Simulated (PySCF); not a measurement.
**AlN (charge −1, doublet): density, localisation and related maps**

| atom | x (Å) | y (Å) | z (Å) |
| --- | --- | --- | --- |
| Al | 0.0000 | 0.0000 | -0.6123 |
| N | 0.0000 | 0.0000 | 1.1797 |

Computed with PySCF 2.14.0, PBE0/aug-cc-pVDZ(-PP), non-relativistic Hamiltonian with scalar-relativistic core potentials where named, at a bond length of 1.792 Å.

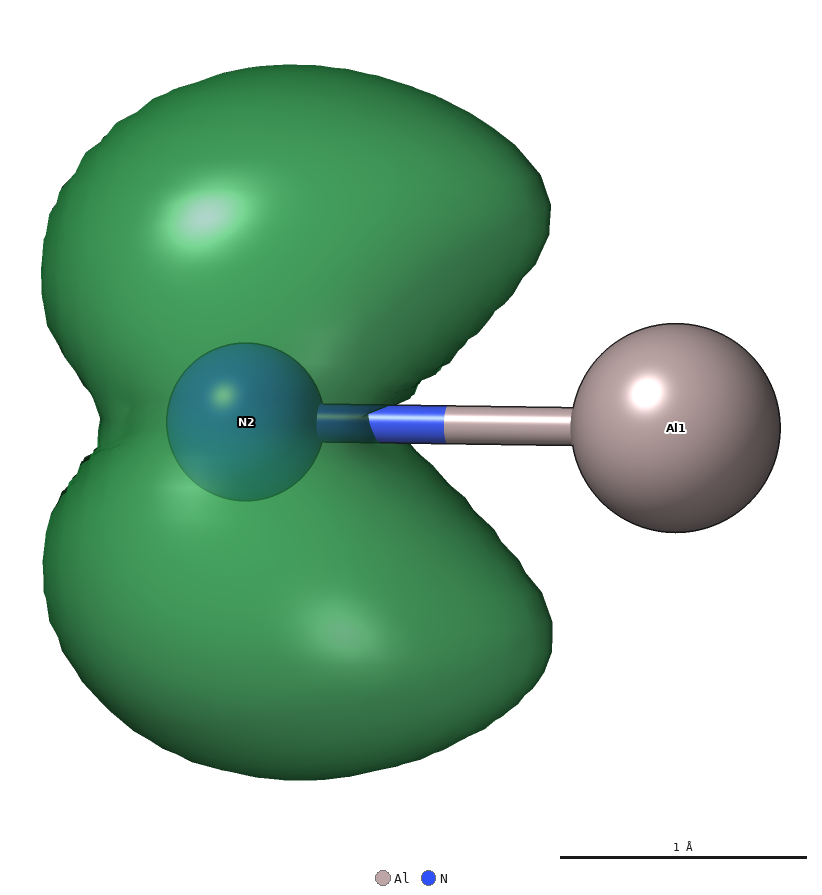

Figure 1. Isosurfaces of the spin density at +0.03 (green) and −0.03 e/Å³ (red), seen from one side.

Question: Where is the unpaired spin?

Answer: The unpaired spin (1 electron) lies mostly on N2 (about 0.9) and Al1 (about 0.1), in electrons by Hirshfeld's partition.

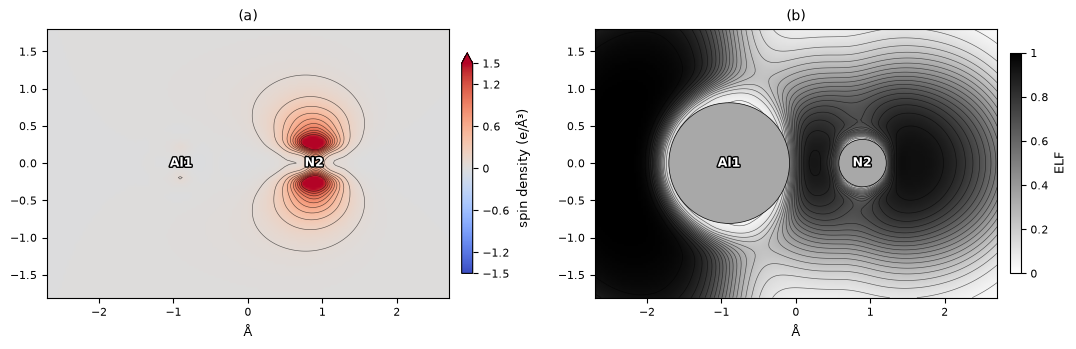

Figure 2. (a) spin density (α minus β); (b) electron localisation function on a plane that holds the molecular axis. Grey discs cover the atomic cores in the ELF map.

Question: Read the bonding off the picture.

Answer:
- The section cuts through Al and N sites.
- Al–N (1.79 Å): the ELF peaks at about 0.90 in the valence shell of N, 0.6 Å from its nucleus, and is about 0.60 at the midpoint.
- The ELF also peaks beside N2, away from the bonds: non-bonding electrons, paired or unpaired.

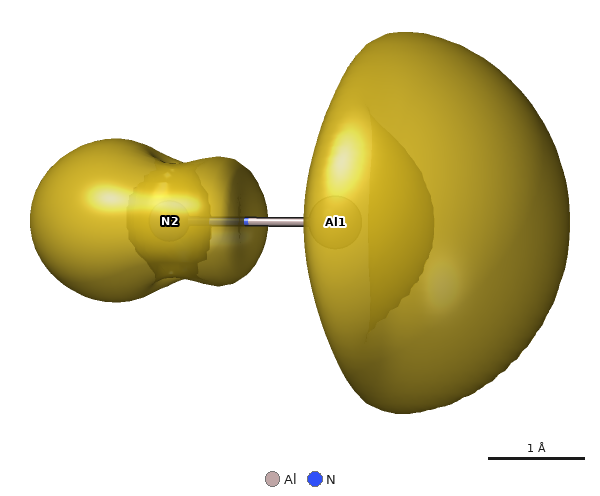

Figure 3. Isosurface of the electron localisation function at 0.75 (yellow), seen from one side. Core shells and regions of very low density are left out.

Question: Describe the localisation domains.

Answer: The ELF exceeds this value in one lobe on Al, pointing away from the bonds (non-bonding electrons) and one lobe on N, pointing away from the bonds (non-bonding electrons).
